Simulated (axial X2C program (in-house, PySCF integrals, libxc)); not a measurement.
# PbLi: bond curves with and without spin–orbit coupling

Aim: find the lowest determinant of PbLi, scan the bond at several levels and fit the constants, once spin-free and once with spin–orbit coupling.

Program: an in-house X2C program for linear molecules on PySCF integrals. Level of theory: all-electron X2C, Pb dyall-cv3z, Li dyall-cv3z. These are calculated values, not measurements.

**1. The job**

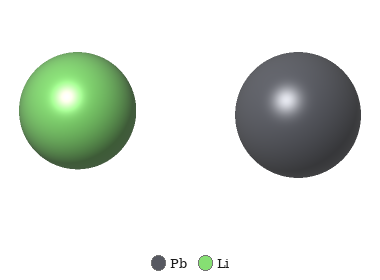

The two atoms at 2.770 Å (lead dark grey, lithium green).

task.json

```json
{
 "zs": [
  82,
  3
 ],
 "q": 0,
 "bas": [
  "dyall-cv3z",
  "dyall-cv3z"
 ],
 "levels": [
  "PBE0",
  "HF",
  "BLYP",
  "BHandHLYP",
  "PBE"
 ],
 "cc": true,
 "r0": 2.77,
 "thr": -2.0,
 "nmax": 140
}
```

Keys: zs atomic numbers; q charge; bas basis sets; levels methods (HF also brings MP2); cc coupled cluster on or off; r0 starting distance in Å; thr threshold in hartree for freezing inner shells (an s shell follows its p shell); nmax most natural virtual spinors.

Launch:

```console
> python so2c.py task.json out
```

Spin-free means the one-electron spin-free X2C Hamiltonian; two-component (2c) means X2C with spin–orbit coupling and atomic mean-field two-electron Coulomb and Gaunt terms. Basis: Pb dyall-cv3z contracted to [12s14p10d7f1g], Li dyall-cv3z contracted to [7s8p2d]; Gaussian nuclei, density fitting. Masses: Pb 207.977 u, Li 7.016 u.

Notation: σ, π±, δ± give the projection m of an orbital's angular momentum (0, ±1, ±2), α and β its spin, Λ and M_S the sums; ω is the projection of a spinor's total angular momentum and Ω the sum. Logs are in hartree.

The results follow Hamiltonian by Hamiltonian and level by level.

**2. Which state to follow**

Determinants are compared with PBE0 at 2.770 Å.

Spin-free determinants:

| ΔE (eV) | state | open shells |
| --- | --- | --- |
| 0.00 | M_S = 3/2, Λ = 0 | beyond closed shells: σα, π+α, π-α |
| 0.28 | M_S = 1/2, Λ = 1 | beyond closed shells: π+α |
| 0.54 | M_S = 1/2, Λ = 0 | beyond closed shells: σβ, π+α, π-α |
| 0.87 | M_S = 1/2, Λ = 0 | beyond closed shells: σα, π+β, π-α |
| 0.87 | M_S = 1/2, Λ = 2 | beyond closed shells: σα, π+α, π+β |
| 1.65 | M_S = 3/2, Λ = 1 | beyond closed shells: 2 × σα, π+α |
| 1.98 | M_S = 1/2, Λ = 1 | beyond closed shells: 2 × σα, π+β |

Two-component determinants:

```json
{"ΔE (eV)": "0.00", "state": "Ω = 1/2", "open shells": "excess of +ω over −ω: ω = 1/2"}
{"ΔE (eV)": "0.18", "state": "Ω = 3/2", "open shells": "excess of +ω over −ω: ω = 3/2"}
{"ΔE (eV)": "1.03", "state": "Ω = 1/2", "open shells": "excess of +ω over −ω: 2 × ω = -1/2, ω = 3/2"}
{"ΔE (eV)": "1.31", "state": "Ω = 5/2", "open shells": "excess of +ω over −ω: 2 × ω = 1/2, ω = 3/2"}
{"ΔE (eV)": "1.94", "state": "Ω = 1/2", "open shells": "excess of +ω over −ω: ω = 1/2"}
{"ΔE (eV)": "2.08", "state": "Ω = 3/2", "open shells": "excess of +ω over −ω: 3 × ω = 1/2"}
```

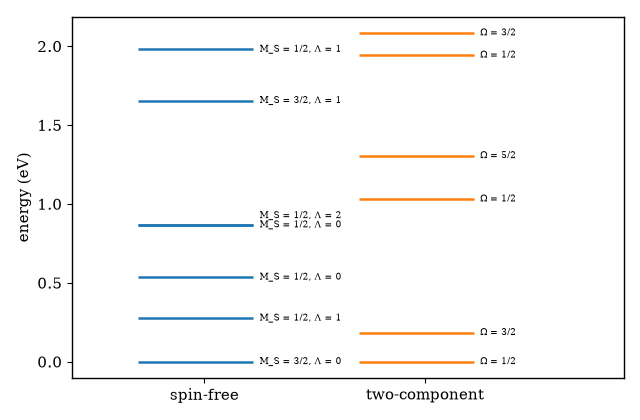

The determinants found, each set from its own lowest.

**3. PBE0, spin-free**

State followed: M_S = 3/2, Λ = 0 (beyond closed shells: σα, π+α, π-α). The scan is laid around 2.811 Å, a first estimate of the minimum, and this SCF restarts from the orbitals of the search.

Output at 2.811 Å:

```text
spin-free X2C-1e  PBE0
basis functions 203  fitting functions 1045  grid points 5085
iter        total energy     max residual
   1     -20893.157007396     1.40e+01
   2     -20893.494389389     3.58e-03
   3     -20893.494445897     4.68e-03
   4     -20893.494655774     3.31e-04
   5     -20893.494659969     1.89e-04
   6     -20893.494660684     4.60e-05
   7     -20893.494660761     9.69e-06
   8     -20893.494660766     2.29e-06
   9     -20893.494660767     8.47e-07
converged
one-electron -28678.67120876  Coulomb 8135.66186706  exact exchange -97.72428602  xc functional -299.07109846  nuclear repulsion 46.31006542
```

Along the bond, energies from the lowest point:

```csv
R (Å),E (eV),μ (D),HOMO (eV),LUMO (eV),iterations
2.391,0.0999,4.76,-4.44,-1.94,9
2.446,0.0546,4.88,-4.39,-1.96,9
2.496,0.0263,5.00,-4.35,-1.98,9
2.558,0.0063,5.15,-4.30,-2.00,10
2.642,0.0000,5.35,-4.24,-2.02,10
2.727,0.0135,5.54,-4.19,-2.04,9
2.811,0.0419,5.73,-4.13,-2.05,9
2.909,0.0889,5.94,-4.08,-2.06,10
3.008,0.1471,6.14,-4.03,-2.07,10
3.134,0.2322,6.38,-3.98,-2.08,10
3.289,0.3449,6.61,-3.93,-2.08,11
3.514,0.5112,6.82,-3.88,-2.20,11
3.823,0.7221,6.76,-3.89,-2.38,11
4.216,0.9362,6.18,-3.98,-2.53,11
```

Dipoles are positive if Li is the positive end.

Outer orbitals at the reference distance:

```
symmetry  occupied  ε (eV)             atomic character
      σα       yes  -22.11                    100% Pb d
     π+α       yes  -22.06                    100% Pb d
     π-α       yes  -22.06                    100% Pb d
     δ-α       yes  -21.99                    100% Pb d
     δ+α       yes  -21.99                    100% Pb d
      σβ       yes  -21.87                    100% Pb d
     π+β       yes  -21.83                    100% Pb d
     π-β       yes  -21.83                    100% Pb d
     δ-β       yes  -21.75                    100% Pb d
     δ+β       yes  -21.75                    100% Pb d
      σα       yes  -12.85  80% Pb s, 10% Li p, 6% Li s
      σβ       yes  -10.98   82% Pb s, 9% Li p, 5% Li s
      σα       yes   -5.12  66% Pb p, 24% Li s, 6% Li p
     π+α       yes   -4.13  81% Pb p, 15% Li p, 4% Li d
     π-α       yes   -4.13  81% Pb p, 15% Li p, 4% Li d
      σβ        no   -2.05  60% Pb p, 35% Li s, 3% Li p
      σα        no   -1.77  55% Li s, 34% Li p, 9% Pb p
     π-β        no   -1.15  74% Pb p, 23% Li p, 3% Li d
     π+β        no   -1.15  74% Pb p, 23% Li p, 3% Li d
```

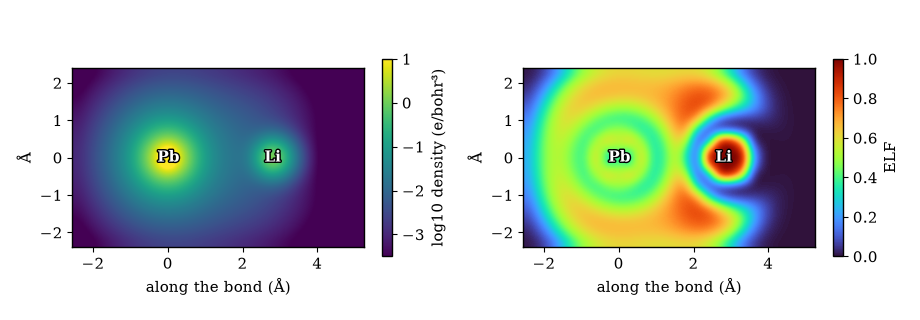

PBE0 fields in a plane through the axis, from a grid of 0.3 Å; Pb lies at z = 0 and Li at z = 2.811 Å; the ELF is damped to zero where the density is low.

Re = 2.623 Å, ωe = 340 cm⁻¹, ωexe = 2.07 cm⁻¹, Be = 0.3609 cm⁻¹, De = 1.36 eV, μ = 5.30 D.

**4. HF, spin-free**

The SCF at the reference distance of 2.811 Å:

```text
spin-free X2C-1e  HF
basis functions 203  fitting functions 1045  grid points 5085
iter        total energy     max residual
   1     -20887.596420374     6.50e-01
   2     -20887.628034075     8.84e-03
   3     -20887.628831555     7.94e-03
   4     -20887.629077865     9.54e-04
   5     -20887.629123057     2.91e-04
   6     -20887.629136426     1.77e-04
   7     -20887.629140570     1.08e-04
   8     -20887.629141560     3.83e-05
   9     -20887.629141747     1.49e-05
  10     -20887.629141763     8.70e-06
  11     -20887.629141767     3.36e-06
  12     -20887.629141767     5.16e-07
converged
one-electron -28679.90434503  Coulomb 8137.01724883  exact exchange -391.05211098  xc functional 0.00000000  nuclear repulsion 46.31006542
```

Re = 2.665 Å, ωe = 332 cm⁻¹, ωexe = 2.35 cm⁻¹, Be = 0.3498 cm⁻¹, De = 0.941 eV, μ = 6.20 D.

**5. BLYP, spin-free**

The SCF at the reference distance of 2.811 Å:

```text
spin-free X2C-1e  BLYP
basis functions 203  fitting functions 1045  grid points 5085
iter        total energy     max residual
   1     -20894.882674416     2.38e-01
   2     -20894.888101913     1.25e-02
   3     -20894.884900102     2.08e-02
   4     -20894.889604132     1.44e-03
   5     -20894.889593535     1.49e-03
   6     -20894.889653158     1.05e-04
   7     -20894.889653530     4.19e-05
   8     -20894.889653592     3.78e-06
   9     -20894.889653593     6.74e-07
converged
one-electron -28676.31647906  Coulomb 8133.25535622  exact exchange 0.00000000  xc functional -398.13859618  nuclear repulsion 46.31006542
```

Re = 2.655 Å, ωe = 318 cm⁻¹, ωexe = 2.36 cm⁻¹, Be = 0.3523 cm⁻¹, De = 1.19 eV, μ = 4.77 D.

**6. BHandHLYP, spin-free**

The SCF at the reference distance of 2.811 Å:

```text
spin-free X2C-1e  BHandHLYP
basis functions 203  fitting functions 1045  grid points 5085
iter        total energy     max residual
   1     -20893.492077556     2.05e-01
   2     -20893.494864817     4.20e-03
   3     -20893.494877923     4.74e-03
   4     -20893.494958746     1.35e-04
   5     -20893.494960332     7.59e-05
   6     -20893.494960661     4.12e-05
   7     -20893.494960792     1.57e-05
   8     -20893.494960812     6.03e-06
   9     -20893.494960817     2.01e-06
  10     -20893.494960817     6.86e-07
converged
one-electron -28679.43395492  Coulomb 8136.46650419  exact exchange -195.47721793  xc functional -201.36035758  nuclear repulsion 46.31006542
```

Re = 2.609 Å, ωe = 346 cm⁻¹, ωexe = 2.34 cm⁻¹, Be = 0.365 cm⁻¹, De = 1.19 eV, μ = 5.59 D.

**7. PBE, spin-free**

The SCF at the reference distance of 2.811 Å:

```text
spin-free X2C-1e  PBE
basis functions 203  fitting functions 1045  grid points 5085
iter        total energy     max residual
   1     -20893.773124821     2.19e-01
   2     -20893.776652738     9.65e-03
   3     -20893.775214981     1.52e-02
   4     -20893.777356887     1.03e-03
   5     -20893.777367450     7.02e-04
   6     -20893.777381385     4.60e-05
   7     -20893.777381432     2.60e-05
   8     -20893.777381450     8.72e-06
   9     -20893.777381453     4.32e-07
  10     -20893.777381453     1.09e-07
converged
one-electron -28676.91202596  Coulomb 8133.85126783  exact exchange 0.00000000  xc functional -397.02668875  nuclear repulsion 46.31006542
```

Re = 2.643 Å, ωe = 328 cm⁻¹, ωexe = 2.09 cm⁻¹, Be = 0.3556 cm⁻¹, De = 1.37 eV, μ = 4.85 D.

**8. Correlated methods, spin-free**

Correlated methods: 15 electrons correlated (frozen shells, counted by type: Pb 5 s, 4 p, 2 d, 1 f; Li 1 s), 237 virtual spinors in MP2, 124 natural virtuals in coupled cluster.

Output of the correlated part at 2.811 Å:

```text
correlated 15  virtual 237  natural virtual 124  E(MP2) -0.487269543  MP2 remainder -0.003823030
iter   CCSD correlation   residual
   1     -0.434854407   1.14e-01
   2     -0.445597468   2.82e-02
   3     -0.446102454   8.12e-03
   4     -0.446101406   2.00e-03
   5     -0.446123365   7.24e-04
   6     -0.446123250   2.40e-04
   7     -0.446122618   6.29e-05
   8     -0.446123030   2.09e-05
   9     -0.446122682   6.88e-06
  10     -0.446122761   2.00e-06
  11     -0.446122758   5.48e-07
(T) -0.015157483  T1 0.0136  D1 0.0411  max T2 0.044
```

T1 in the output is the amplitude norm over the root of the electron number; divide by √2 for the Lee–Taylor value.

MP2: Re = 2.642 Å, ωe = 342 cm⁻¹, Be = 0.3559 cm⁻¹, De = 1.39 eV.

CCSD: Re = 2.645 Å, ωe = 340 cm⁻¹, ωexe = 2.02 cm⁻¹, Be = 0.355 cm⁻¹, De = 1.34 eV. T1 at Re = 0.010 (Lee–Taylor, the printed value over √2).

CCSD(T): Re = 2.647 Å, ωe = 339 cm⁻¹, ωexe = 1.98 cm⁻¹, Be = 0.3544 cm⁻¹, De = 1.38 eV. T1 at Re = 0.010 (Lee–Taylor, the printed value over √2).

**9. A higher determinant, spin-free**

State: M_S = 1/2, Λ = 1 (beyond closed shells: π+α).

Output at the reference distance:

```text
spin-free X2C-1e  PBE0
basis functions 203  fitting functions 1045  grid points 5085
iter        total energy     max residual
   1     -20893.127474111     1.46e+01
   2     -20893.484899342     3.77e-03
   3     -20893.484956772     4.66e-03
   4     -20893.485196903     3.56e-04
   5     -20893.485199733     2.04e-04
   6     -20893.485201263     2.77e-05
   7     -20893.485201365     2.03e-05
   8     -20893.485201435     1.33e-05
   9     -20893.485201511     6.30e-06
  10     -20893.485201539     1.40e-06
  11     -20893.485201540     4.27e-07
converged
one-electron -28677.62371012  Coulomb 8134.59558924  exact exchange -97.71257659  xc functional -299.05456949  nuclear repulsion 46.31006542
```

```csv
R (Å),E above the lowest PBE0 point (eV)
2.446,0.549
2.496,0.476
2.558,0.408
2.642,0.344
2.727,0.310
2.811,0.299
2.909,0.309
3.008,0.339
3.134,0.397
```

Re = 2.816 Å, ωe = 320 cm⁻¹, ωexe = 1.8 cm⁻¹, Be = 0.3132 cm⁻¹, μ = 4.26 D. Te = 0.30 eV.

State: M_S = 1/2, Λ = 0 (beyond closed shells: σβ, π+α, π-α).

Output at the reference distance:

```text
spin-free X2C-1e  PBE0
basis functions 203  fitting functions 1045  grid points 5085
iter        total energy     max residual
   1     -20893.133662843     1.42e+01
   2     -20893.475081934     3.60e-03
   3     -20893.475166483     4.57e-03
   4     -20893.475362468     3.54e-04
   5     -20893.475367235     2.05e-04
   6     -20893.475368975     5.10e-05
   7     -20893.475369236     3.91e-05
   8     -20893.475369377     1.49e-05
   9     -20893.475369415     3.01e-06
  10     -20893.475369417     1.12e-06
converged
one-electron -28678.41365322  Coulomb 8135.40376864  exact exchange -97.71714826  xc functional -299.05840199  nuclear repulsion 46.31006542
```

```csv
R (Å),E above the lowest PBE0 point (eV)
2.446,0.662
2.496,0.623
2.558,0.590
2.642,0.565
2.727,0.559
2.811,0.567
2.909,0.588
3.008,0.620
3.134,0.669
```

Re = 2.718 Å, ωe = 283.1 cm⁻¹, ωexe = 2.88 cm⁻¹, Be = 0.3362 cm⁻¹, μ = 5.67 D. ⟨S²⟩ = 1.76 against 0.75 for a pure state, so this determinant mixes spins. Te = 0.56 eV.

**10. The spin-free curves together**

Energy (eV) of the followed determinant, spin-free, from each level's lowest point:

```csv
R (Å),PBE0,HF,MP2,CCSD,CCSD(T),BLYP,BHandHLYP,PBE
2.391,0.100,0.138,0.119,0.121,0.123,0.118,0.088,0.112
2.446,0.055,0.083,0.069,0.070,0.072,0.070,0.046,0.065
2.496,0.026,0.046,0.036,0.037,0.038,0.038,0.020,0.034
2.558,0.006,0.017,0.011,0.012,0.012,0.013,0.002,0.011
2.642,0.000,0.000,0.000,0.000,0.000,0.000,0.000,0.000
2.727,0.013,0.004,0.010,0.009,0.008,0.006,0.017,0.009
2.811,0.042,0.025,0.036,0.034,0.033,0.026,0.048,0.032
2.909,0.089,0.064,0.082,0.078,0.077,0.063,0.098,0.074
3.008,0.147,0.115,0.140,n/a,n/a,0.111,0.158,0.126
3.134,0.232,0.191,0.229,n/a,n/a,0.181,0.244,0.204
3.289,0.345,0.294,0.351,n/a,n/a,0.276,0.356,0.308
3.514,0.511,0.443,0.540,n/a,n/a,0.415,0.516,0.464
3.823,0.722,0.620,0.798,n/a,n/a,0.590,0.711,0.663
4.216,0.936,0.771,1.061,n/a,n/a,0.767,0.897,0.870
```

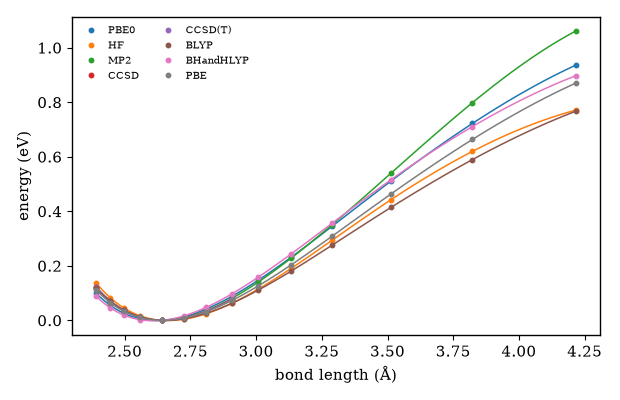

Curves of the followed state, spin-free, each from its own lowest point.

**11. PBE0, 2c**

State followed: Ω = 1/2 (excess of +ω over −ω: ω = 1/2). The scan is laid around 2.811 Å, a first estimate of the minimum, and this SCF restarts from the orbitals of the search.

The SCF at the reference distance of 2.811 Å:

```text
two-component X2C + atomic mean field  PBE0
basis functions 203  fitting functions 1045  grid points 5085
iter        total energy     max residual
   1     -20899.200831166     1.62e+01
   2     -20899.560669670     4.30e-03
   3     -20899.560734624     4.89e-03
   4     -20899.561009061     3.61e-04
   5     -20899.561014779     2.19e-04
   6     -20899.561017242     4.91e-05
   7     -20899.561017760     4.20e-05
   8     -20899.561018033     2.21e-05
   9     -20899.561018207     8.72e-06
  10     -20899.561018224     3.98e-06
  11     -20899.561018227     2.03e-06
  12     -20899.561018228     5.20e-07
converged
one-electron -28662.31238303  Coulomb 8133.47588126  exact exchange -97.70984513  xc functional -299.13115333  nuclear repulsion 46.31006542  atomic mean-field constant -20.19358342
```

Along the bond, energies from the lowest point:

```csv
R (Å),E (eV),μ (D),HOMO (eV),LUMO (eV),iterations
2.391,0.2501,4.00,-3.84,-2.11,13
2.446,0.1776,3.99,-3.83,-2.11,13
2.496,0.1245,3.97,-3.83,-2.10,13
2.558,0.0747,3.94,-3.82,-2.10,12
2.642,0.0296,3.88,-3.82,-2.09,12
2.727,0.0062,3.80,-3.81,-2.08,12
2.811,0.0000,3.70,-3.81,-2.07,12
2.909,0.0092,3.57,-3.81,-2.07,13
3.008,0.0320,3.43,-3.81,-2.07,13
3.134,0.0744,3.23,-3.82,-2.07,13
3.289,0.1384,2.97,-3.83,-2.07,13
3.514,0.2390,2.61,-3.84,-2.07,11
3.823,0.3682,2.14,-3.87,-2.07,13
4.216,0.4959,1.63,-3.88,-2.05,13
```

Dipoles are positive if Li is the positive end.

Outer spinors at the reference distance:

```json
{"ω": "3/2", "occupied": "yes", "ε (eV)": "-23.49", "atomic character": "100% Pb d", "λ mixture": "82% δ, 18% π"}
{"ω": "-3/2", "occupied": "yes", "ε (eV)": "-23.44", "atomic character": "100% Pb d", "λ mixture": "80% δ, 20% π"}
{"ω": "1/2", "occupied": "yes", "ε (eV)": "-23.38", "atomic character": "100% Pb d", "λ mixture": "61% π, 39% σ"}
{"ω": "-1/2", "occupied": "yes", "ε (eV)": "-23.37", "atomic character": "100% Pb d", "λ mixture": "60% π, 40% σ"}
{"ω": "-5/2", "occupied": "yes", "ε (eV)": "-20.92", "atomic character": "100% Pb d", "λ mixture": "100% δ"}
{"ω": "5/2", "occupied": "yes", "ε (eV)": "-20.86", "atomic character": "100% Pb d", "λ mixture": "100% δ"}
{"ω": "3/2", "occupied": "yes", "ε (eV)": "-20.81", "atomic character": "100% Pb d", "λ mixture": "82% π, 18% δ"}
{"ω": "-3/2", "occupied": "yes", "ε (eV)": "-20.81", "atomic character": "100% Pb d", "λ mixture": "80% π, 20% δ"}
{"ω": "1/2", "occupied": "yes", "ε (eV)": "-20.79", "atomic character": "100% Pb d", "λ mixture": "61% σ, 39% π"}
{"ω": "-1/2", "occupied": "yes", "ε (eV)": "-20.78", "atomic character": "100% Pb d", "λ mixture": "60% σ, 40% π"}
{"ω": "-1/2", "occupied": "yes", "ε (eV)": "-12.19", "atomic character": "82% Pb s, 10% Li p, 5% Li s", "λ mixture": "100% σ"}
{"ω": "1/2", "occupied": "yes", "ε (eV)": "-11.80", "atomic character": "81% Pb s, 10% Li p, 5% Li s", "λ mixture": "100% σ"}
{"ω": "1/2", "occupied": "yes", "ε (eV)": "-4.83", "atomic character": "81% Pb p, 10% Li s, 5% Li p", "λ mixture": "51% π, 49% σ"}
{"ω": "-1/2", "occupied": "yes", "ε (eV)": "-4.72", "atomic character": "80% Pb p, 10% Li s, 7% Li p", "λ mixture": "65% σ, 35% π"}
{"ω": "1/2", "occupied": "yes", "ε (eV)": "-3.81", "atomic character": "60% Pb p, 30% Li s, 7% Li p", "λ mixture": "56% σ, 44% π"}
{"ω": "-1/2", "occupied": "no", "ε (eV)": "-2.07", "atomic character": "60% Pb p, 24% Li s, 13% Li p", "λ mixture": "57% π, 43% σ"}
{"ω": "-3/2", "occupied": "no", "ε (eV)": "-1.94", "atomic character": "77% Pb p, 20% Li p, 3% Li d", "λ mixture": "100% π"}
{"ω": "3/2", "occupied": "no", "ε (eV)": "-1.70", "atomic character": "63% Pb p, 35% Li p, 2% Li d", "λ mixture": "100% π"}
{"ω": "1/2", "occupied": "no", "ε (eV)": "-1.62", "atomic character": "40% Li p, 37% Li s, 21% Pb p", "λ mixture": "95% σ, 5% π"}
```

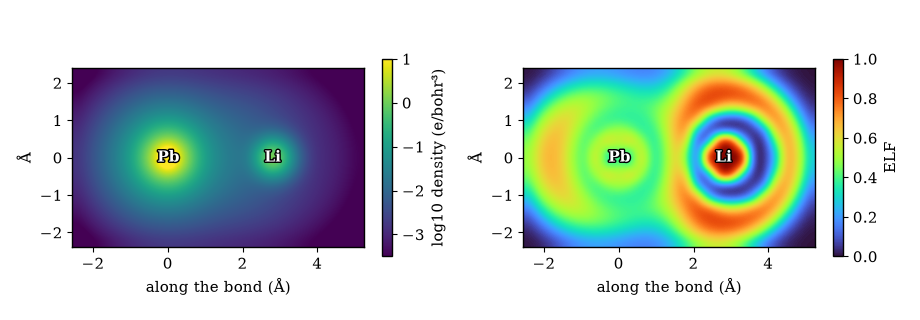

PBE0 fields in a plane through the axis, from a grid of 0.3 Å; Pb lies at z = 0 and Li at z = 2.811 Å; the ELF is damped to zero where the density is low.

Re = 2.805 Å, ωe = 276.7 cm⁻¹, ωexe = 2.86 cm⁻¹, Be = 0.3157 cm⁻¹, De = 0.695 eV, μ = 3.71 D.

**12. HF, 2c**

Output at 2.811 Å:

```text
two-component X2C + atomic mean field  HF
basis functions 203  fitting functions 1045  grid points 5085
iter        total energy     max residual
   1     -20893.559400276     8.21e-01
   2     -20893.591737749     8.77e-03
   3     -20893.592729888     7.67e-03
   4     -20893.593015259     1.07e-03
   5     -20893.593115929     6.94e-04
   6     -20893.593163756     4.68e-04
   7     -20893.593184001     2.88e-04
   8     -20893.593191283     2.08e-04
   9     -20893.593195541     1.51e-04
  10     -20893.593198401     9.87e-05
  11     -20893.593200378     5.26e-05
  12     -20893.593201279     2.85e-05
  13     -20893.593201674     1.83e-05
  14     -20893.593201910     9.67e-06
  15     -20893.593201985     3.97e-06
  16     -20893.593201992     2.37e-06
  17     -20893.593201994     1.82e-06
converged
one-electron -28663.18193953  Coulomb 8134.46102305  exact exchange -390.98876750  xc functional 0.00000000  nuclear repulsion 46.31006542  atomic mean-field constant -20.19358342
```

Re = 2.897 Å, ωe = 194.5 cm⁻¹, ωexe = 9.03 cm⁻¹, Be = 0.296 cm⁻¹, De = 0.201 eV, μ = 3.69 D.

**13. BLYP, 2c**

Output at 2.811 Å:

```text
two-component X2C + atomic mean field  BLYP
basis functions 203  fitting functions 1045  grid points 5085
iter        total energy     max residual
   1     -20901.000634650     2.98e-01
   2     -20901.005631604     1.25e-02
   3     -20901.000237063     2.10e-02
   4     -20901.007116371     1.77e-03
   5     -20901.007046048     1.99e-03
   6     -20901.007274800     6.62e-05
   7     -20901.007274963     1.70e-05
   8     -20901.007274960     2.73e-05
   9     -20901.007275015     2.99e-06
  10     -20901.007275016     8.16e-07
converged
one-electron -28660.24005344  Coulomb 8131.35762621  exact exchange 0.00000000  xc functional -398.24132978  nuclear repulsion 46.31006542  atomic mean-field constant -20.19358342
```

Re = 2.836 Å, ωe = 262.1 cm⁻¹, ωexe = 2.81 cm⁻¹, Be = 0.3089 cm⁻¹, De = 0.661 eV, μ = 3.18 D.

**14. BHandHLYP, 2c**

The SCF at the reference distance of 2.811 Å:

```text
two-component X2C + atomic mean field  BHandHLYP
basis functions 203  fitting functions 1045  grid points 5085
iter        total energy     max residual
   1     -20899.545346005     2.61e-01
   2     -20899.548325616     4.32e-03
   3     -20899.548398748     4.86e-03
   4     -20899.548497738     4.96e-04
   5     -20899.548525024     3.88e-04
   6     -20899.548542064     2.96e-04
   7     -20899.548557793     1.19e-04
   8     -20899.548560418     2.82e-05
   9     -20899.548560604     8.97e-06
  10     -20899.548560626     3.64e-06
  11     -20899.548560632     2.01e-06
  12     -20899.548560634     1.02e-06
converged
one-electron -28663.24777827  Coulomb 8134.45343174  exact exchange -195.44893802  xc functional -201.42175807  nuclear repulsion 46.31006542  atomic mean-field constant -20.19358342
```

Re = 2.756 Å, ωe = 293.9 cm⁻¹, ωexe = 3.13 cm⁻¹, Be = 0.3271 cm⁻¹, De = 0.619 eV, μ = 4.43 D.

[end of part 1 of 2]
